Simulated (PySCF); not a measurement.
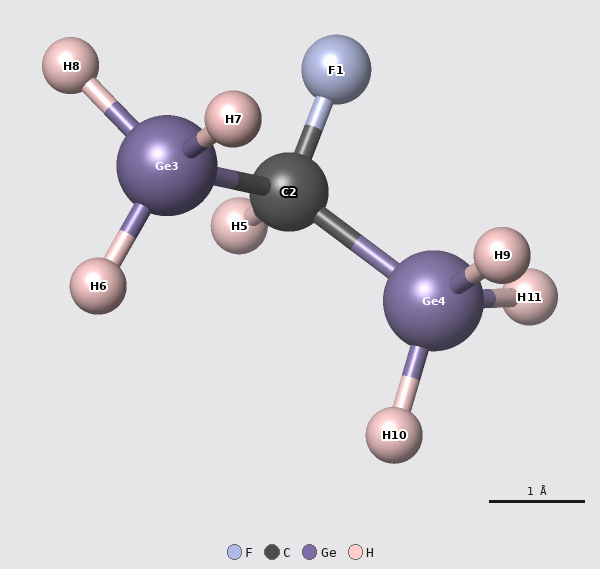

Figure 1. The input geometry (ball-and-stick view, seen at a tilt; atoms are numbered from 1 in the order of the input). Sticks mark near contacts. Bond lengths as drawn: C–F 1.42 Å, C–Ge 1.95 to 1.97 Å, C–H 1.10 Å and Ge–H 1.49 to 1.53 Å.

**Run report: CH$_{7}$FGe$_{2}$, geometry relaxation**

The run: geometry relaxation of CH$_{7}$FGe$_{2}$, SMILES F[CH]([GeH3])[GeH3]. Method and program: PBE0-D3(BJ)/def2-SVP geometry optimisation, gas phase (PySCF 2.14.0).

**Input**
```
{"job": {"xc": "PBE0", "basis": "def2-SVP", "d3": "d3bj", "grid": 1, "shake": 0.01, "kind": "geom"}, "charge": 0, "multiplicity": 1}
F     -0.043520    -1.858590     0.525270
C     -0.099070    -0.707360    -0.306330
Ge     1.669930     0.143590    -0.173590
Ge    -1.598700     0.395970     0.285740
H     -0.262360    -1.088830    -1.327690
H      1.795490     1.281120    -1.139410
H      1.912560     0.666560     1.216960
H      2.756750    -0.868660    -0.468210
H     -1.384850     0.924310     1.682910
H     -1.836530     1.542150    -0.632540
H     -2.871590    -0.456100     0.321230
```

The first line tells a small driver script what to run in PySCF; the rest is the geometry in Å.

Run as:
```bash
OMP_NUM_THREADS=1 python <driver script> task.json out
```

**The program's output**
```
step   0  E = -4294.82658575  max force = 0.017664
step   1  E = -4294.82982155  max force = 0.005376
step   2  E = -4294.83014633  max force = 0.002237
step   3  E = -4294.83027088  max force = 0.001159
step   4  E = -4294.83039446  max force = 0.001281
step   5  E = -4294.83045701  max force = 0.001433
step   6  E = -4294.83053384  max force = 0.001212
step   7  E = -4294.83057889  max force = 0.000760
step   8  E = -4294.83059979  max force = 0.000774
step   9  E = -4294.83060067  max force = 0.000410
optimisation converged
```

**Trajectory as extended XYZ (Å, eV, eV/Å), 10 frames, from step=0 to step=9**
```
11
Properties=species:S:1:pos:R:3:forces:R:3 step=0 energy=-116868.18411
F    -0.0435   -1.8586    0.5253   -0.0944   0.6080  -0.2631
C    -0.0991   -0.7074   -0.3063    0.3422  -0.9083   0.4118
Ge    1.6699    0.1436   -0.1736   -0.0900  -0.4002   0.0152
Ge   -1.5987    0.3960    0.2857   -0.4112  -0.7188   0.2691
H    -0.2624   -1.0888   -1.3277   -0.0418   0.2205  -0.0868
H     1.7955    1.2811   -1.1394   -0.0369   0.6148  -0.5560
H     1.9126    0.6666    1.2170   -0.0573   0.1937   0.6004
H     2.7567   -0.8687   -0.4682    0.2365  -0.3719  -0.1438
H    -1.3848    0.9243    1.6829    0.2506   0.1509   0.4801
H    -1.8365    1.5421   -0.6325   -0.0208   0.7571  -0.6822
H    -2.8716   -0.4561    0.3212   -0.0768  -0.1457  -0.0448
11
Properties=species:S:1:pos:R:3:forces:R:3 step=1 energy=-116868.27216
F    -0.1435   -1.9470    0.2170    0.0704  -0.0430   0.1333
C    -0.0960   -0.6835   -0.3509   -0.1771   0.0316  -0.2764
Ge    1.6975    0.1024   -0.1124    0.0876   0.1355   0.0190
Ge   -1.6119    0.3838    0.3454    0.0175   0.1642  -0.0559
H    -0.2594   -0.7958   -1.4422    0.0264   0.0058   0.1053
H     1.8091    1.3144   -1.0746    0.0021  -0.1256   0.1328
H     1.8973    0.5792    1.3452   -0.0232  -0.0599  -0.1246
H     2.7667   -0.9529   -0.4662   -0.0758   0.0676   0.0132
H    -1.3269    0.8643    1.7858   -0.0125  -0.0489  -0.1023
H    -1.8160    1.6125   -0.5845    0.0395  -0.1598   0.1597
H    -2.8750   -0.4981    0.3309    0.0451   0.0326  -0.0039
11
Properties=species:S:1:pos:R:3:forces:R:3 step=2 energy=-116868.28100
F    -0.1340   -1.9443    0.2282    0.0321  -0.0005   0.0561
C    -0.1006   -0.6873   -0.3603   -0.0646   0.0339  -0.1150
Ge    1.6885    0.1072   -0.1148    0.0050   0.0277   0.0080
Ge   -1.6053    0.3843    0.3407    0.0138   0.0149  -0.0090
H    -0.2625   -0.8062   -1.4476    0.0047  -0.0553   0.0205
H     1.8054    1.3180   -1.0601    0.0087   0.0139   0.0138
H     1.8763    0.5717    1.3392   -0.0073  -0.0178   0.0126
H     2.7568   -0.9403   -0.4663    0.0029  -0.0069  -0.0132
H    -1.3075    0.8548    1.7742    0.0066  -0.0160   0.0126
H    -1.8047    1.6097   -0.5721    0.0106   0.0062   0.0180
H    -2.8705   -0.4883    0.3322   -0.0125  -0.0002  -0.0043
11
Properties=species:S:1:pos:R:3:forces:R:3 step=3 energy=-116868.28439
F    -0.1247   -1.9400    0.2400    0.0054   0.0075   0.0272
C    -0.1045   -0.6917   -0.3702    0.0067   0.0402  -0.0265
Ge    1.6813    0.1120   -0.1187   -0.0162  -0.0147  -0.0054
Ge   -1.6009    0.3846    0.3369   -0.0025  -0.0380   0.0125
H    -0.2663   -0.8269   -1.4542   -0.0056  -0.0596  -0.0108
H     1.8039    1.3308   -1.0491    0.0063   0.0423  -0.0147
H     1.8561    0.5613    1.3401   -0.0012  -0.0084   0.0359
H     2.7526   -0.9309   -0.4716    0.0159  -0.0127  -0.0168
H    -1.2883    0.8426    1.7702    0.0063  -0.0102   0.0298
H    -1.7945    1.6157   -0.5631   -0.0004   0.0513  -0.0248
H    -2.8727   -0.4783    0.3332   -0.0149   0.0022  -0.0065
11
Properties=species:S:1:pos:R:3:forces:R:3 step=4 energy=-116868.28775
F    -0.1113   -1.9306    0.2659   -0.0211   0.0087  -0.0002
C    -0.1090   -0.6990   -0.3818    0.0659   0.0421   0.0583
Ge    1.6721    0.1188   -0.1270   -0.0217  -0.0346  -0.0227
Ge   -1.5958    0.3853    0.3314   -0.0138  -0.0429   0.0086
H    -0.2724   -0.8667   -1.4601   -0.0125  -0.0418  -0.0214
H     1.7990    1.3558   -1.0326   -0.0033   0.0340  -0.0178
H     1.8313    0.5392    1.3422    0.0066  -0.0040   0.0286
H     2.7493   -0.9150   -0.4902    0.0166  -0.0051  -0.0160
H    -1.2651    0.8191    1.7683   -0.0007  -0.0063   0.0246
H    -1.7758    1.6313   -0.5508   -0.0042   0.0462  -0.0303
H    -2.8803   -0.4590    0.3280   -0.0118   0.0037  -0.0118
11
Properties=species:S:1:pos:R:3:forces:R:3 step=5 energy=-116868.28946
F    -0.1054   -1.9226    0.2909   -0.0235   0.0079  -0.0079
C    -0.1098   -0.7029   -0.3811    0.0625   0.0273   0.0737
Ge    1.6697    0.1212   -0.1338   -0.0135  -0.0270  -0.0229
Ge   -1.5951    0.3870    0.3281   -0.0115  -0.0191  -0.0030
H    -0.2758   -0.8943   -1.4551   -0.0107  -0.0200  -0.0135
H     1.7908    1.3720   -1.0233   -0.0097   0.0131  -0.0072
H     1.8309    0.5207    1.3420    0.0101  -0.0039   0.0096
H     2.7498   -0.9044   -0.5146    0.0073   0.0036  -0.0116
H    -1.2644    0.8027    1.7712   -0.0066  -0.0047   0.0099
H    -1.7605    1.6442   -0.5440   -0.0012   0.0191  -0.0131
H    -2.8885   -0.4444    0.3131   -0.0031   0.0038  -0.0138
11
Properties=species:S:1:pos:R:3:forces:R:3 step=6 energy=-116868.29155
F    -0.1003   -1.9089    0.3387   -0.0139   0.0073  -0.0136
C    -0.1088   -0.7077   -0.3679    0.0252  -0.0114   0.0623
Ge    1.6707    0.1220   -0.1450    0.0036  -0.0032  -0.0130
Ge   -1.5965    0.3914    0.3237   -0.0018   0.0220  -0.0171
H    -0.2799   -0.9343   -1.4348   -0.0029   0.0139   0.0012
H     1.7699    1.3935   -1.0107   -0.0143  -0.0169   0.0097
H     1.8541    0.4888    1.3381    0.0112  -0.0030  -0.0179
H     2.7512   -0.8885   -0.5672   -0.0071   0.0122  -0.0025
H    -1.2849    0.7786    1.7800   -0.0121  -0.0013  -0.0119
H    -1.7318    1.6652   -0.5346    0.0044  -0.0211   0.0150
H    -2.9017   -0.4208    0.2730    0.0078   0.0016  -0.0123
11
Properties=species:S:1:pos:R:3:forces:R:3 step=7 energy=-116868.29277
F    -0.1009   -1.9015    0.3734   -0.0008   0.0084  -0.0103
C    -0.1065   -0.7099   -0.3494   -0.0104  -0.0391   0.0345
Ge    1.6745    0.1194   -0.1511    0.0112   0.0142  -0.0029
Ge   -1.5990    0.3958    0.3216    0.0051   0.0357  -0.0190
H    -0.2812   -0.9538   -1.4124    0.0032   0.0268   0.0058
H     1.7490    1.4021   -1.0036   -0.0104  -0.0239   0.0143
H     1.8886    0.4680    1.3325    0.0072  -0.0015  -0.0241
H     2.7512   -0.8796   -0.6100   -0.0112   0.0104   0.0028
H    -1.3165    0.7663    1.7882   -0.0102   0.0007  -0.0178
H    -1.7085    1.6782   -0.5291    0.0066  -0.0316   0.0233
H    -2.9089   -0.4058    0.2335    0.0096  -0.0002  -0.0067
11
Properties=species:S:1:pos:R:3:forces:R:3 step=8 energy=-116868.29334
F    -0.1041   -1.9006    0.3939    0.0067   0.0101  -0.0064
C    -0.1045   -0.7118   -0.3322   -0.0228  -0.0398   0.0104
Ge    1.6781    0.1160   -0.1526    0.0076   0.0167   0.0014
Ge   -1.6006    0.3992    0.3206    0.0055   0.0220  -0.0114
H    -0.2804   -0.9582   -1.3947    0.0048   0.0164   0.0037
H     1.7304    1.4021   -1.0003   -0.0027  -0.0124   0.0077
H     1.9204    0.4585    1.3273    0.0019   0.0000  -0.0119
H     2.7496   -0.8757   -0.6373   -0.0061   0.0028   0.0032
H    -1.3463    0.7631    1.7934   -0.0044   0.0011  -0.0091
H    -1.6896    1.6840   -0.5269    0.0057  -0.0165   0.0131
H    -2.9110   -0.3974    0.2021    0.0038  -0.0004  -0.0006
11
Properties=species:S:1:pos:R:3:forces:R:3 step=9 energy=-116868.29337
F    -0.1054   -1.9029    0.3973    0.0047   0.0077  -0.0054
C    -0.1044   -0.7137   -0.3270   -0.0116  -0.0211   0.0056
Ge    1.6783    0.1149   -0.1515    0.0016   0.0079   0.0003
Ge   -1.6004    0.4002    0.3201    0.0019   0.0053  -0.0038
H    -0.2793   -0.9569   -1.3903    0.0023   0.0034   0.0006
H     1.7238    1.4000   -1.0000    0.0003  -0.0023   0.0011
H     1.9284    0.4591    1.3261    0.0000   0.0006  -0.0016
H     2.7484   -0.8754   -0.6410   -0.0009  -0.0009   0.0017
H    -1.3550    0.7643    1.7938   -0.0012   0.0006  -0.0012
H    -1.6813    1.6842   -0.5274    0.0034  -0.0022   0.0020
H    -2.9111   -0.3945    0.1933   -0.0005   0.0008   0.0007
```

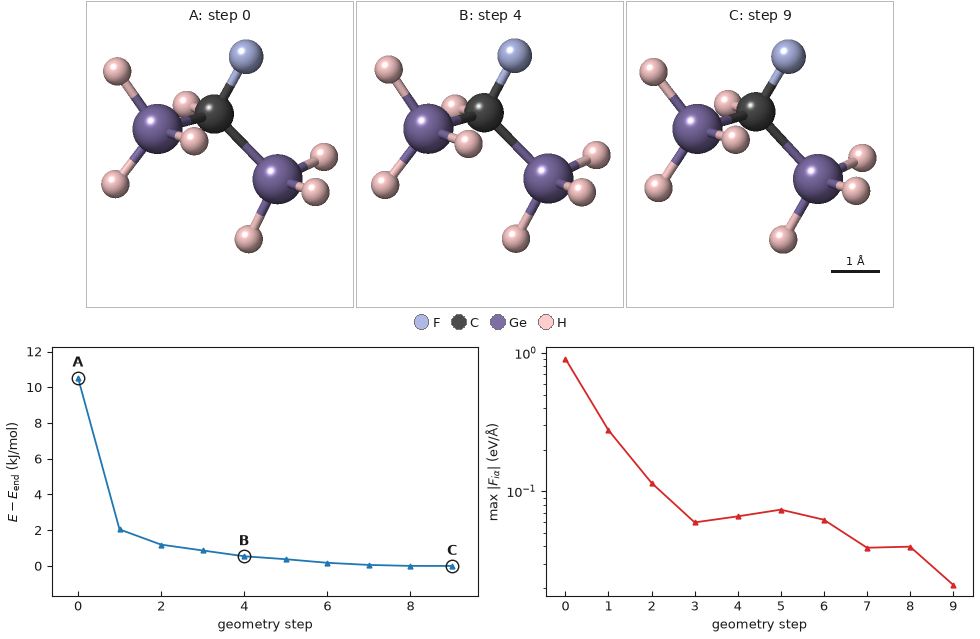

Figure 2. Frames of the relaxation (ball-and-stick view, seen at a tilt) above the curves, on which the letters mark them (steps are counted from 0).

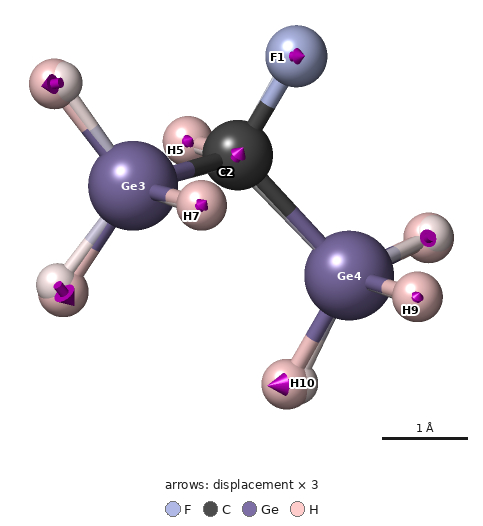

Figure 3. Start (faint) and end (solid) with the displacements as pink arrows, magnified 3 times (ball-and-stick view, seen at a tilt). The two geometries are laid on each other by the best rigid fit. The largest moves after the best rigid fit, 0.13 Å, are those of H6 and H10. By element the largest moves are H 0.13 Å, C 0.07 Å, F 0.06 Å, Ge 0.01 Å. Distances before and after: Ge4–H10 1.488 → 1.541 Å, Ge3–H6 1.498 → 1.541 Å, Ge3–H7 1.505 → 1.538 Å, F1–C2 1.421 → 1.392 Å. Among the angles that change: H9–Ge4–H11 106.9° → 109.7°, F1–C2–H5 105.5° → 108.2°, C2–Ge4–H9 111.7° → 109.1°. The energy falls by 10.5 kJ/mol in 9 geometry steps. Largest force component: 0.91 eV/Å at the start, 0.021 eV/Å at the end. (Atoms are counted from 1 in the order of the input.)

**Summary**

| quantity | value |
| --- | --- |
| outcome | converged |
| total energy | −4294.830601 hartree |
| dipole moment | 1.34 D |
| point group | Cs |
| hardware | 1 CPU thread, shared host |
| wall time | 2.1 min |
| peak memory | 0.53 GiB |
